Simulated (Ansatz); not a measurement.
# Al: energy over the lattice constants a and c, part 2 of 2

Aim: map the energy of Al (P6_3/mmc, No. 194; 2 atoms in the cell) over two coordinates, and find its wells, ridges and stiffness.

Ansatz 0.2.0; DFT PBEsol, scalar-relativistic, plane waves, PAW. Earlier steps stand in the parts before.

## 6. Grid point (2.650 Å, 4.267 Å)

This is Al in the hcp structure; at room conditions it is fcc.

input.yaml reads:

```yaml
crystal:
  lattice:
    - [2.6502, 0.0, 0.0]
    - [-1.3251, 2.2951405251, 0.0]
    - [0.0, 0.0, 4.2672]
  atoms:
    - { symbol: Al, position: [0.6666666667, 0.3333333333, 0.75] }
    - { symbol: Al, position: [0.3333333333, 0.6666666667, 0.25] }
basis:
  ecutwfc: 420
kpoints:
  mp_grid: { grid: [18, 18, 10] }
hamiltonian:
  xc: pbesol
  pseudopotentials: { kind: paw, azcp: { folder: soft_1 } }
scf:
  occupations: { method: gaussian, width: 0.15 }
output:
  forces: true
  stress: true
  eigenvalues: true
```

Started as:

```bash
$ ansatz run input.yaml --threads 1 --pin off --max-ram 2048MiB --backend cpu --events-out ev --progress --plain --runs-dir out
```

Standard output, cut to the lines that bear on the results:

```text
Warning: <dir> the record states the generating functional pbe (its physics header spells it `PBE`), which answers neither for hamiltonian.xc's functional nor for the pbesol family's — results may be inconsistent (PPs are generated against a specific XC)
Warning: RAYON_NUM_THREADS=1 ignored (pool sized by the plan → 1); use --threads N
[...]
Pseudopotentials: kind: paw
Pseudopotential: Al, paw, valence charge 3, recommended cutoff 420 eV (normal), <dir>
Functional definition: PBEsol
[...]
Crystal: 2 atoms, lattice volume = 25.956 Å³
[...]
Free energy (F): -1048.530214 eV
[...]
E sigma→0 (E₀):  -1048.525942 eV
Entropy (-TS):   -0.008545 eV (-4.273 meV/atom)
Fermi energy:    10.603627 eV
[...]
--- Forces (eV/Å), atoms counted from 1 ---
  atom   1  Al    -0.00000000    -0.00000000     0.00000000
  atom   2  Al     0.00000000     0.00000000    -0.00000000
[...]
--- Stress (GPa, compression-positive) ---
       28.538972      -0.000000       0.000000
       -0.000000      28.538972       0.000000
        0.000000       0.000000      31.411141
  P = ⅓ Tr σ = 29.4964 GPa (294.964 kbar)
--- Band table (eV; the first three rows and the last of 222) ---
  k-point 0: bands = ["-2.2754", "5.1322", "6.0521", "22.6700", "22.6700", "22.9668", "22.9668"]
[...]
```

It took 2.6 s on 1 thread of Intel Xeon Platinum 8259CL at 2.50GHz (Skylake/Cascade Lake), shared host; peak memory 0.37 GiB.

That is 252 meV/atom from the zero.

## 7. Point (2.890 Å, 4.564 Å)

Edit input.yaml of step 6 so:

```diff
@@ -2,5 +2,5 @@
   lattice:
-    - [2.6502, 0.0, 0.0]
-    - [-1.3251, 2.2951405251, 0.0]
-    - [0.0, 0.0, 4.2672]
+    - [2.8896, 0.0, 0.0]
+    - [-1.4448, 2.5024670068, 0.0]
+    - [0.0, 0.0, 4.5641]
   atoms:
@@ -21 +21,5 @@
   eigenvalues: true
+  write_density: true
+  write_potential: true
+  elf: true
+  volumetric_format: npy
```

Started as:

```bash
$ ansatz run input.yaml --threads 1 --pin off --max-ram 2048MiB --backend cpu --events-out ev --progress --plain --runs-dir out
```

Standard output, cut to the lines that bear on the results:

```text
[...]
SCF converged after 5 iterations
Free energy (F): -1049.026295 eV
[...]
E sigma→0 (E₀):  -1049.020925 eV
Entropy (-TS):   -0.010741 eV (-5.370 meV/atom)
Fermi energy:    7.870163 eV
[...]
--- Forces (eV/Å), atoms counted from 1 ---
  atom   1  Al    -0.00000000     0.00000000     0.00000000
  atom   2  Al     0.00000000    -0.00000000    -0.00000000
[...]
--- Stress (GPa, compression-positive) ---
       -1.661621       0.000000       0.000000
        0.000000      -1.661621       0.000000
        0.000000       0.000000       0.898105
  P = ⅓ Tr σ = -0.8084 GPa (-8.084 kbar)
--- Band table (eV; the first three rows and the last of 222) ---
  k-point 0: bands = ["-3.2490", "3.4776", "3.9042", "17.8639", "17.8639", "18.3687", "18.3687"]
[...]
```

Wall time 3.8 s (1 thread of Intel Xeon Platinum 8259CL at 2.50GHz (Skylake/Cascade Lake), shared host); peak memory 0.36 GiB.

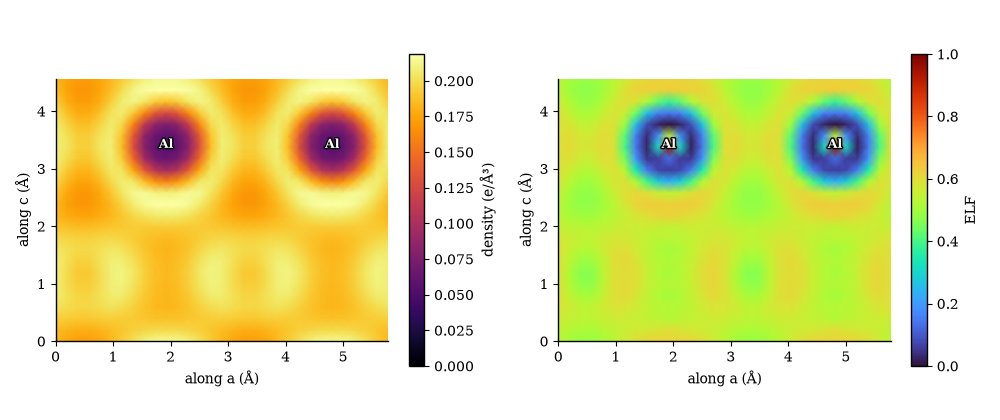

Density (left) and ELF (right) in a lattice plane of the grid's cell (edges 2.89 and 4.56 Å, at 0.333 of the third edge), which holds Al. Only atoms in the plane are labelled. Both are smooth fields of the valence electrons: close to the nuclei they are not physical.

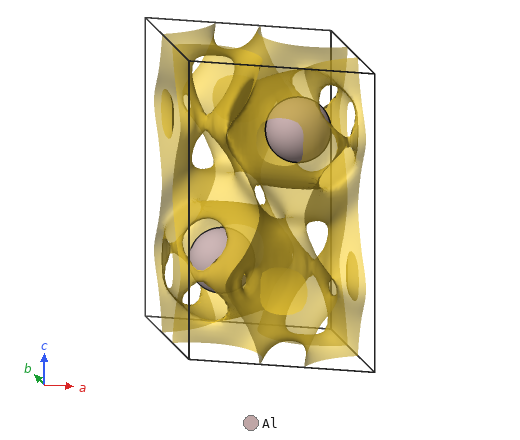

Surface of ELF = 0.57, drawn in one cell.

The highest ELF values outside the cores: 0.64 on the Al–Al line, 1.1 Å from Al; 0.63 beside Al, off the lines to its neighbours, 0.9 Å from Al; 0.61 in the shell around Al, 1.1 Å from Al.

That is 3.5 meV/atom from the zero.

## 8. Grid point (2.650 Å, 5.009 Å)

Edit input.yaml of step 7 so:

```diff
@@ -2,5 +2,5 @@
   lattice:
-    - [2.8896, 0.0, 0.0]
-    - [-1.4448, 2.5024670068, 0.0]
-    - [0.0, 0.0, 4.5641]
+    - [2.6502, 0.0, 0.0]
+    - [-1.3251, 2.2951405251, 0.0]
+    - [0.0, 0.0, 5.0094]
   atoms:
@@ -21,5 +21 @@
   eigenvalues: true
-  write_density: true
-  write_potential: true
-  elf: true
-  volumetric_format: npy
```

Started as:

```bash
$ ansatz run input.yaml --threads 1 --pin off --max-ram 2048MiB --backend cpu --events-out ev --progress --plain --runs-dir out
```

Standard output, cut to the lines that bear on the results:

```text
[...]
SCF converged after 5 iterations
Free energy (F): -1048.874386 eV
[...]
E sigma→0 (E₀):  -1048.870260 eV
Entropy (-TS):   -0.008253 eV (-4.126 meV/atom)
Fermi energy:    8.657339 eV
[...]
--- Forces (eV/Å), atoms counted from 1 ---
  atom   1  Al    -0.00000000     0.00000000     0.00000000
  atom   2  Al     0.00000000    -0.00000000    -0.00000000
[...]
--- Stress (GPa, compression-positive) ---
       14.211088       0.000000       0.000000
       -0.000000      14.211088       0.000000
        0.000000       0.000000      -1.284069
  P = ⅓ Tr σ = 9.0460 GPa (90.460 kbar)
--- Band table (eV; the first three rows and the last of 222) ---
  k-point 0: bands = ["-2.9747", "2.4553", "3.1244", "18.3789", "19.1928", "21.9723", "21.9724"]
[...]
```

It took 2.8 s on 1 thread of Intel Xeon Platinum 8259CL at 2.50GHz (Skylake/Cascade Lake), shared host; peak memory 0.37 GiB.

That is 79 meV/atom from the zero.

## 9. Point (2.690 Å, 4.713 Å)

Edit input.yaml of step 8 so:

```diff
@@ -2,5 +2,5 @@
   lattice:
-    - [2.6502, 0.0, 0.0]
-    - [-1.3251, 2.2951405251, 0.0]
-    - [0.0, 0.0, 5.0094]
+    - [2.6901, 0.0, 0.0]
+    - [-1.34505, 2.3296949387, 0.0]
+    - [0.0, 0.0, 4.7125]
   atoms:
```

Started as:

```bash
$ ansatz run input.yaml --threads 1 --pin off --max-ram 2048MiB --backend cpu --events-out ev --progress --plain --runs-dir out
```

Standard output, cut to the lines that bear on the results:

```text
Warning: <dir> the record states the generating functional pbe (its physics header spells it `PBE`), which answers neither for hamiltonian.xc's functional nor for the pbesol family's — results may be inconsistent (PPs are generated against a specific XC)
Warning: RAYON_NUM_THREADS=1 ignored (pool sized by the plan → 1); use --threads N
[...]
[... 3 set-up lines as earlier in the session ...]
[...]
Crystal: 2 atoms, lattice volume = 29.534 Å³
[...]
Free energy (F): -1048.926425 eV
[...]
E sigma→0 (E₀):  -1048.922616 eV
Entropy (-TS):   -0.007617 eV (-3.809 meV/atom)
Fermi energy:    9.053736 eV
[...]
--- Forces (eV/Å), atoms counted from 1 ---
  atom   1  Al    -0.00000000     0.00000000     0.00000000
  atom   2  Al     0.00000000     0.00000000    -0.00000000
[...]
--- Stress (GPa, compression-positive) ---
       12.515569      -0.000000       0.000000
       -0.000000      12.515569       0.000000
        0.000000       0.000000       6.055389
  P = ⅓ Tr σ = 10.3622 GPa (103.622 kbar)
--- Band table (eV; the first three rows and the last of 222) ---
  k-point 0: bands = ["-2.8375", "3.6544", "3.6569", "20.4559", "21.5351", "21.5351", "21.7567"]
[...]
```

It took 3 s on 1 thread of Intel Xeon Platinum 8259CL at 2.50GHz (Skylake/Cascade Lake), shared host; peak memory 0.37 GiB.

Energy on the map's scale: 53 meV/atom.

## 10. Grid point (2.690 Å, 4.341 Å)

Edit input.yaml of step 9 so:

```diff
@@ -4,3 +4,3 @@
     - [-1.34505, 2.3296949387, 0.0]
-    - [0.0, 0.0, 4.7125]
+    - [0.0, 0.0, 4.3414]
   atoms:
```

Started as:

```bash
$ ansatz run input.yaml --threads 1 --pin off --max-ram 2048MiB --backend cpu --events-out ev --progress --plain --runs-dir out
```

Standard output, cut to the lines that bear on the results:

```text
[...]
SCF converged after 5 iterations
Free energy (F): -1048.727802 eV
[...]
E sigma→0 (E₀):  -1048.723415 eV
Entropy (-TS):   -0.008774 eV (-4.387 meV/atom)
Fermi energy:    10.030832 eV
[...]
--- Forces (eV/Å), atoms counted from 1 ---
  atom   1  Al    -0.00000000     0.00000000     0.00000000
  atom   2  Al     0.00000000    -0.00000000    -0.00000000
[...]
--- Stress (GPa, compression-positive) ---
       20.582730      -0.000000       0.000000
       -0.000000      20.582730       0.000000
        0.000000       0.000000      22.419884
  P = ⅓ Tr σ = 21.1951 GPa (211.951 kbar)
--- Band table (eV; the first three rows and the last of 222) ---
  k-point 0: bands = ["-2.4903", "4.7355", "5.5189", "21.8604", "21.8604", "22.0132", "22.0132"]
[...]
```

It took 3.2 s on 1 thread of Intel Xeon Platinum 8259CL at 2.50GHz (Skylake/Cascade Lake), shared host; peak memory 0.38 GiB.

That is 153 meV/atom from the zero.

## 11. The run at (2.770 Å, 4.490 Å)

Edit input.yaml of step 10 so:

```diff
@@ -2,5 +2,5 @@
   lattice:
-    - [2.6901, 0.0, 0.0]
-    - [-1.34505, 2.3296949387, 0.0]
-    - [0.0, 0.0, 4.3414]
+    - [2.7699, 0.0, 0.0]
+    - [-1.38495, 2.398803766, 0.0]
+    - [0.0, 0.0, 4.4899]
   atoms:
@@ -21 +21,5 @@
   eigenvalues: true
+  write_density: true
+  write_potential: true
+  elf: true
+  volumetric_format: npy
```

Started as:

```bash
$ ansatz run input.yaml --threads 1 --pin off --max-ram 2048MiB --backend cpu --events-out ev --progress --plain --runs-dir out
```

Standard output, cut to the lines that bear on the results:

```text
[...]
SCF converged after 5 iterations
Free energy (F): -1048.964437 eV
[...]
E sigma→0 (E₀):  -1048.959475 eV
Entropy (-TS):   -0.009923 eV (-4.962 meV/atom)
Fermi energy:    8.968915 eV
[...]
--- Forces (eV/Å), atoms counted from 1 ---
  atom   1  Al    -0.00000000     0.00000000     0.00000000
  atom   2  Al     0.00000000    -0.00000000     0.00000000
[...]
--- Stress (GPa, compression-positive) ---
        8.369350      -0.000000       0.000000
       -0.000000       8.369350       0.000000
        0.000000       0.000000       8.906211
  P = ⅓ Tr σ = 8.5483 GPa (85.483 kbar)
--- Band table (eV; the first three rows and the last of 222) ---
  k-point 0: bands = ["-2.8746", "4.0168", "4.5312", "20.2205", "20.2205", "20.3378", "20.3378"]
[...]
```

Wall time 3.6 s (1 thread of Intel Xeon Platinum 8259CL at 2.50GHz (Skylake/Cascade Lake), shared host); peak memory 0.38 GiB.

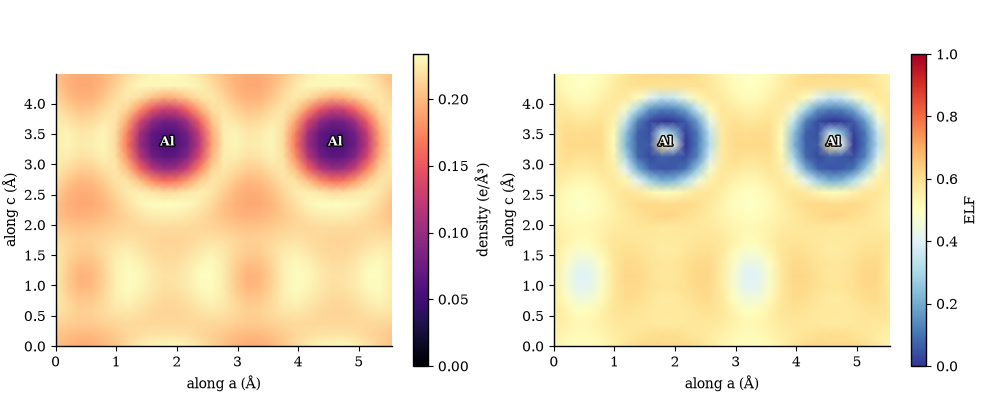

Density (left) and ELF (right) in a lattice plane of the grid's cell (edges 2.77 and 4.49 Å, at 0.333 of the third edge), which holds Al. Only atoms in the plane are labelled. Both are smooth fields of the valence electrons: close to the nuclei they are not physical.

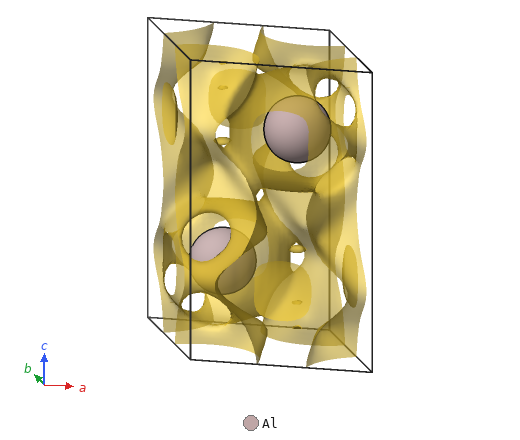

Surface of ELF = 0.56, drawn in one cell.

Outside the cores ELF peaks at 0.62 on the Al–Al line, 1.1 Å from Al.

On the map this point reads 34 meV/atom.

## 12. Point (3.009 Å, 4.935 Å)

Edit input.yaml of step 11 so:

```diff
@@ -2,5 +2,5 @@
   lattice:
-    - [2.7699, 0.0, 0.0]
-    - [-1.38495, 2.398803766, 0.0]
-    - [0.0, 0.0, 4.4899]
+    - [3.0093, 0.0, 0.0]
+    - [-1.50465, 2.6061302476, 0.0]
+    - [0.0, 0.0, 4.9351]
   atoms:
@@ -21,5 +21 @@
   eigenvalues: true
-  write_density: true
-  write_potential: true
-  elf: true
-  volumetric_format: npy
```

Started as:

```bash
$ ansatz run input.yaml --threads 1 --pin off --max-ram 2048MiB --backend cpu --events-out ev --progress --plain --runs-dir out
```

Standard output, cut to the lines that bear on the results:

```text
Warning: <dir> the record states the generating functional pbe (its physics header spells it `PBE`), which answers neither for hamiltonian.xc's functional nor for the pbesol family's — results may be inconsistent (PPs are generated against a specific XC)
Warning: RAYON_NUM_THREADS=1 ignored (pool sized by the plan → 1); use --threads N
[...]
[... 3 set-up lines as earlier in the session ...]
[...]
Crystal: 2 atoms, lattice volume = 38.704 Å³
[...]
Free energy (F): -1048.830143 eV
[...]
E sigma→0 (E₀):  -1048.824177 eV
Entropy (-TS):   -0.011931 eV (-5.965 meV/atom)
Fermi energy:    6.294824 eV
[...]
--- Forces (eV/Å), atoms counted from 1 ---
  atom   1  Al     0.00000000     0.00000000     0.00000000
  atom   2  Al     0.00000000    -0.00000000    -0.00000000
[...]
--- Stress (GPa, compression-positive) ---
       -9.097446       0.000000       0.000000
        0.000000      -9.097446       0.000000
        0.000000       0.000000      -9.131815
  P = ⅓ Tr σ = -9.1089 GPa (-91.089 kbar)
--- Band table (eV; the first three rows and the last of 222) ---
  k-point 0: bands = ["-3.7507", "2.0932", "2.3309", "15.6393", "15.6393", "16.3994", "16.3994"]
[...]
```

It took 4.2 s on 1 thread of Intel Xeon Platinum 8259CL at 2.50GHz (Skylake/Cascade Lake), shared host; peak memory 0.4 GiB.

That is 102 meV/atom from the zero.

## 13. The run at (2.690 Å, 4.935 Å)

Edit input.yaml of step 12 so:

```diff
@@ -2,4 +2,4 @@
   lattice:
-    - [3.0093, 0.0, 0.0]
-    - [-1.50465, 2.6061302476, 0.0]
+    - [2.6901, 0.0, 0.0]
+    - [-1.34505, 2.3296949387, 0.0]
     - [0.0, 0.0, 4.9351]
```

Started as:

```bash
$ ansatz run input.yaml --threads 1 --pin off --max-ram 2048MiB --backend cpu --events-out ev --progress --plain --runs-dir out
```

Standard output, cut to the lines that bear on the results:

```text
Warning: <dir> the record states the generating functional pbe (its physics header spells it `PBE`), which answers neither for hamiltonian.xc's functional nor for the pbesol family's — results may be inconsistent (PPs are generated against a specific XC)
Warning: RAYON_NUM_THREADS=1 ignored (pool sized by the plan → 1); use --threads N
[...]
[... 3 set-up lines as earlier in the session ...]
[...]
Crystal: 2 atoms, lattice volume = 30.929 Å³
[...]
Free energy (F): -1048.945933 eV
[...]
E sigma→0 (E₀):  -1048.941951 eV
Entropy (-TS):   -0.007965 eV (-3.982 meV/atom)
Fermi energy:    8.515574 eV
[...]
--- Forces (eV/Å), atoms counted from 1 ---
  atom   1  Al    -0.00000000    -0.00000000     0.00000000
  atom   2  Al     0.00000000     0.00000000    -0.00000000
[...]
--- Stress (GPa, compression-positive) ---
        9.915877       0.000000       0.000000
       -0.000000       9.915877       0.000000
        0.000000       0.000000      -0.803196
  P = ⅓ Tr σ = 6.3429 GPa (63.429 kbar)
--- Band table (eV; the first three rows and the last of 222) ---
  k-point 0: bands = ["-3.0243", "2.6742", "3.1508", "18.7910", "19.8364", "21.3358", "21.3358"]
[...]
```

Run time: 2.9 s. Hardware: 1 thread of Intel Xeon Platinum 8259CL at 2.50GHz (Skylake/Cascade Lake), shared host; peak memory 0.38 GiB.

On the map this point reads 44 meV/atom.

## 14. All points together

121 points were computed. Energies in meV/atom, from the relaxed crystal:

```
lattice constant c (Å) ↓, lattice constant a (and b) (Å) →  2.650  2.690  2.730  2.770  2.810  2.850  2.890  2.929  2.969  3.009  3.049
                                                     5.009     79     46     26     17     17     25     41     63     89    119    151
                                                     4.935     79     44     21     10      9     16     30     50     74    102    132
                                                     4.861     81     44     19      7      4      9     21     38     60     86    115
                                                     4.787     86     47     21      6      1      4     14     28     47     71     99
                                                     4.713     95     53     25      8      1      1      7     20     37     59     85
                                                     4.638    108     64     34     14      3      0      4     14     29     50     74
                                                     4.564    126     79     46     23      8      2      3     11     25     43     64
                                                     4.490    149     99     62     34     17      8      7     12     23     38     58
                                                     4.416    177    124     82     51     31     19     15     18     25     38     54
                                                     4.341    211    153    107     74     50     35     28     27     32     41     55
                                                     4.267    252    189    140    103     76     58     47     42     43     49     60
```

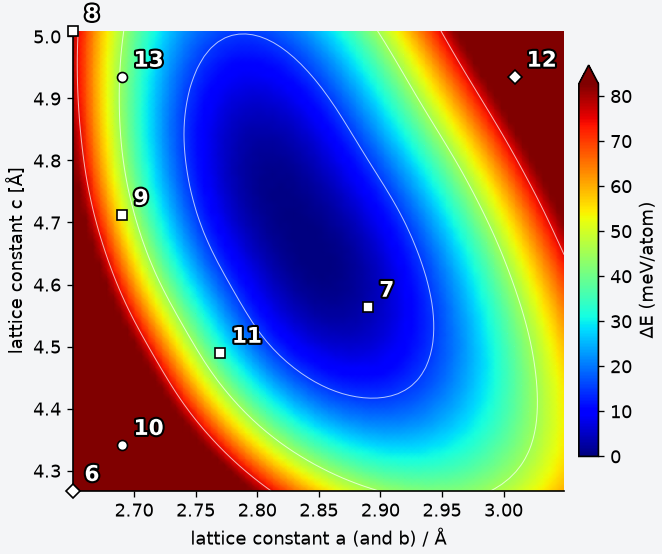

The map; numbers mark the steps of this session that print a point's run. Drawn: a smooth colour map, one colour for all values above the top of the scale.

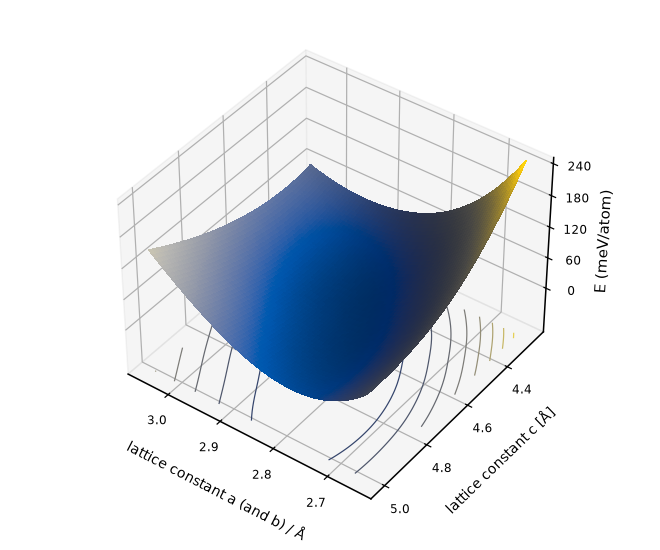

The same map in relief. The picture shows a relief with its contours projected below.

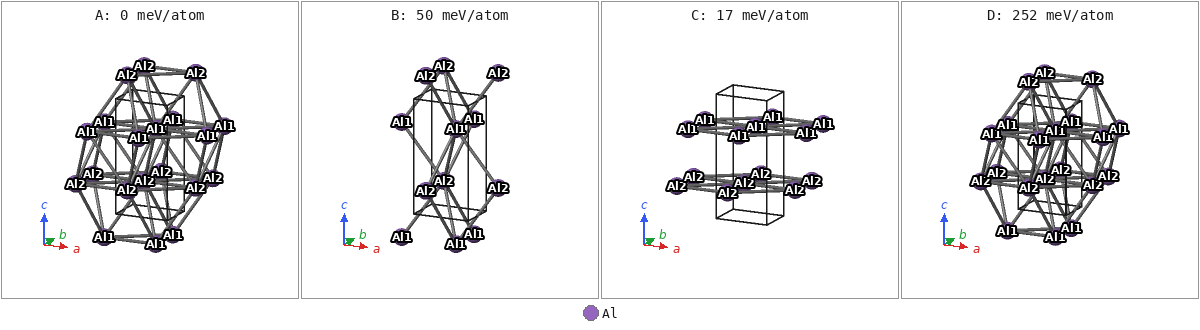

Structures on the grid, at one scale: A at (2.850 Å, 4.638 Å); B at (3.009 Å, 4.638 Å); C at (2.810 Å, 5.009 Å); D at (2.650 Å, 4.267 Å).

On the same grid, pressure (GPa):

| lattice constant c (Å) ↓, lattice constant a (and b) (Å) → | 2.650 | 2.690 | 2.730 | 2.770 | 2.810 | 2.850 | 2.890 | 2.929 | 2.969 | 3.009 | 3.049 |
| --- | --- | --- | --- | --- | --- | --- | --- | --- | --- | --- | --- |
| 5.009 | 9.0 | 5.3 | 2.1 | −0.6 | −2.9 | −4.8 | −6.3 | −7.6 | −8.7 | −9.5 | −10.2 |
| 4.935 | 10.2 | 6.3 | 3.0 | 0.3 | −2.1 | −4.0 | −5.7 | −7.0 | −8.2 | −9.1 | −9.9 |
| 4.861 | 11.5 | 7.5 | 4.1 | 1.3 | −1.2 | −3.2 | −4.9 | −6.4 | −7.6 | −8.6 | −9.4 |
| 4.787 | 13.0 | 8.9 | 5.4 | 2.4 | −0.2 | −2.3 | −4.1 | −5.6 | −6.9 | −8.0 | −8.9 |
| 4.713 | 14.6 | 10.4 | 6.8 | 3.7 | 1.0 | −1.2 | −3.1 | −4.8 | −6.1 | −7.3 | −8.2 |
| 4.638 | 16.4 | 12.1 | 8.3 | 5.1 | 2.4 | 0.0 | −2.0 | −3.8 | −5.2 | −6.5 | −7.5 |
| 4.564 | 18.5 | 14.0 | 10.1 | 6.7 | 3.8 | 1.3 | −0.8 | −2.6 | −4.2 | −5.5 | −6.7 |
| 4.490 | 20.8 | 16.1 | 12.1 | 8.5 | 5.5 | 2.9 | 0.6 | −1.3 | −3.0 | −4.4 | −5.6 |
| 4.416 | 23.4 | 18.5 | 14.3 | 10.6 | 7.4 | 4.6 | 2.2 | 0.2 | −1.6 | −3.2 | −4.5 |
| 4.341 | 26.2 | 21.2 | 16.8 | 12.9 | 9.5 | 6.6 | 4.1 | 1.9 | −0.1 | −1.8 | −3.2 |
| 4.267 | 29.5 | 24.2 | 19.6 | 15.5 | 11.9 | 8.8 | 6.1 | 3.7 | 1.6 | −0.2 | −1.7 |

## 15. Summary of results

What follows sums up all 2 parts. Changes of volume or cell count from the first structure of part 1.

| quantity | value |
| --- | --- |
| relaxed cell | a = 2.850 Å, b = 2.850 Å, c = 4.638 Å, α = 90.00°, β = 90.00°, γ = 120.00° |
| space group (0.01 Å) | P6_3/mmc (No. 194) |
| volume | 16.31 Å³/atom |
| lowest point | (2.850 Å, 4.638 Å), 0 meV/atom |
| highest computed point | (2.650 Å, 4.267 Å), 252 meV/atom above the lowest |
| pressure (GPa) | −10.2 at (3.049 Å, 5.009 Å) to 29.5 at (2.650 Å, 4.267 Å); 0.0 at the lowest point |
| time for all points | 6.9 min on 1 thread, shared host |

Relaxation lowered the volume by 2.2 %. The shape changed too: the edges of the input's cell moved by +1.3, +1.3, -4.7 %. The lowest computed point is at (2.850 Å, 4.638 Å), which is the relaxed crystal itself. The grid shows no other well, apart from its symmetry copies. The highest computed point, (2.650 Å, 4.267 Å), lies 252 meV/atom above the lowest. Round the minimum the valley is strongly tilted: raising lattice constant a (and b) shifts the best value of lattice constant c downwards (coupling k₁₂/√(k₁₁k₂₂) about 0.7).
